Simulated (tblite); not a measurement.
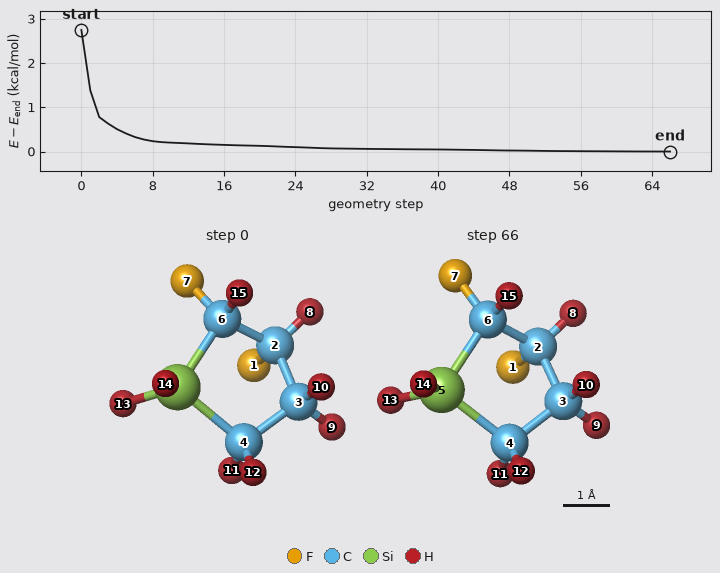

First and last geometry of a relaxation of C₄H₈F₂Si, with the history of the run. The picture is a ball-and-stick view, seen at a tilt.

Method: GFN2-xTB geometry optimisation, gas phase (tblite). 

**Read the history and describe the run.**

It converged. The atom that moves furthest after the best rigid fit is H14 (0.18 Å). Largest moves by element: H 0.18 Å, F 0.18 Å, Si 0.07 Å, C 0.05 Å. Some distances before and after: Si5–H14 1.498 → 1.464 Å, Si5–H13 1.489 → 1.458 Å, Si5–C6 1.897 → 1.927 Å, C6–F7 1.357 → 1.380 Å. Bond angles that change, for instance: C6–Si5–H13 115.6° → 110.6°, C4–Si5–H14 110.0° → 114.0°, Si5–C6–F7 111.7° → 115.3°. The energy falls by 2.75 kcal/mol in 66 geometry steps. Cost: 0.32 s on 1 thread of INTEL(R) XEON(R) PLATINUM 8581C CPU @ 2.30GHz, with other jobs on the host.
